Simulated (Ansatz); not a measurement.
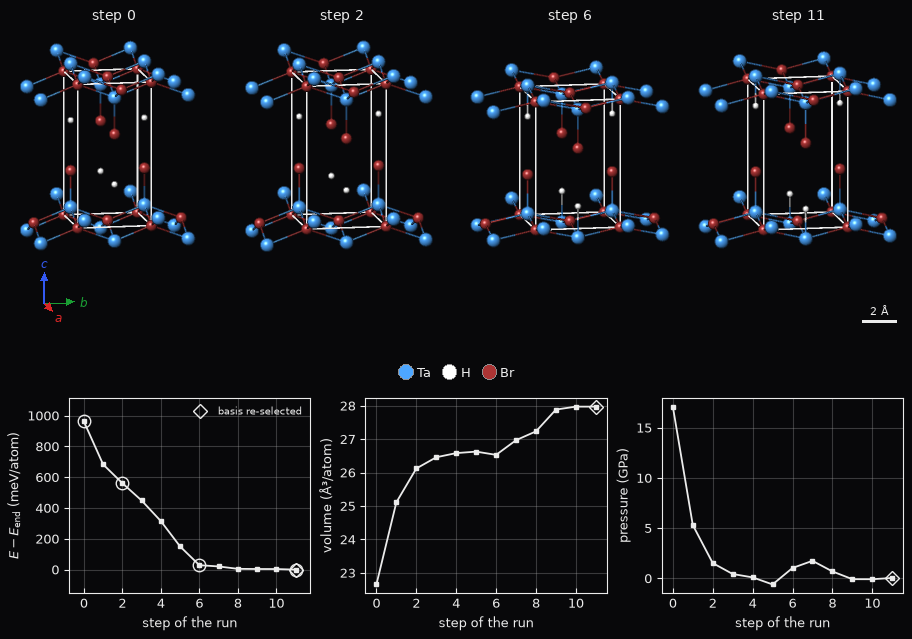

Frames of a relaxation of crystalline TaHBr₂ (a generated structure, set up in P4/nmm) (coarse preliminary run), marked on the history of the run. Style: ball-and-stick. Shown: the cell of the calculation, slightly off an axis.

Level of theory: DFT PBE, scalar-relativistic, plane waves, PAW (Ansatz). Set-up: plane-wave cutoff 420 eV; k-point mesh 4 × 4 × 2; occupations gaussian; smearing width 0.1 eV; collinear spin; cell and atoms relaxed; force threshold 0.04 eV/Å; at most 70 steps.

Describe the path.

Over 10 accepted moves (11 points after the start) the energy falls by 962 meV per atom. The largest force component goes from 3.1 to 0.036 eV/Å. The pressure goes from 17.11 to 0.05 GPa. At 1 point the geometry stayed and the basis and grid were re-selected for the new cell (energy shift of 3.7 meV per atom at most each time). The largest moves relative to the cell, 1.27 Å, are those of H atoms. Largest moves by element: H 1.27 Å, Ta 0.20 Å, Br 0.14 Å. The drawn cell changes as follows: a = b 4.533 → 5.179 Å (+14.2 %), c 8.818 → 8.345 Å (−5.4 %); the volume changes by +23.5 %. Among the contacts that change: H–Ta 3.476 → 1.821 Å, Br–Br 3.206 → 3.662 Å, Br–Ta 2.429 → 2.664 Å, Br–Ta 2.256 → 2.476 Å. New bonds form, among them: H–Ta (3.48 → 1.82 Å). Among the angles between lasting bonds that change: Br–Ta–Br 137.9° → 152.8°, Ta–Br–Ta 137.9° → 152.8°, Br–Ta–Br 111.1° → 103.6°. The space group stays P4/nmm (No. 129). The program noted that the starting moments weren't kept. The run may lie on a higher electronic state than the lowest, so the end point isn't shown to be the ground-state structure. Cost: 7.5 min on 1 thread of Arm Neoverse V1 (shared host), peak memory 0.66 GiB. From step 0 to 2: H atoms move most (0.29 Å), volume +15.3 %, energy −401 meV per atom. From step 2 to 6: H atoms move most (0.70 Å), volume +1.6 %, energy −533 meV per atom. From step 6 to 11: H atoms move most (0.26 Å), volume +5.4 %, energy −28.8 meV per atom.

| step | E − E(0), meV/atom | largest force component, eV/Å | pressure, GPa | volume, Å³/atom | note |
| --- | --- | --- | --- | --- | --- |
| 0 | 0.00 | 3.0562 | 17.11 | 22.654 |  |
| 1 | -278.78 | 1.0624 | 5.32 | 25.112 |  |
| 2 | -400.88 | 1.3030 | 1.53 | 26.123 |  |
| 3 | -513.18 | 1.5805 | 0.44 | 26.459 |  |
| 4 | -647.24 | 1.8695 | 0.10 | 26.584 |  |
| 5 | -811.76 | 2.5463 | -0.60 | 26.628 |  |
| 6 | -933.47 | 1.4850 | 1.04 | 26.531 |  |
| 7 | -941.66 | 0.9063 | 1.75 | 26.971 |  |
| 8 | -957.17 | 0.1652 | 0.69 | 27.235 |  |
| 9 | -958.30 | 0.0897 | -0.08 | 27.887 |  |
| 10 | -958.58 | 0.0340 | -0.08 | 27.974 |  |
| 11 | -962.30 | 0.0357 | 0.05 | 27.974 | same geometry, new basis |

Limits of the set-up: layers or molecules are held without a dispersion correction, so their spacing is unreliable.
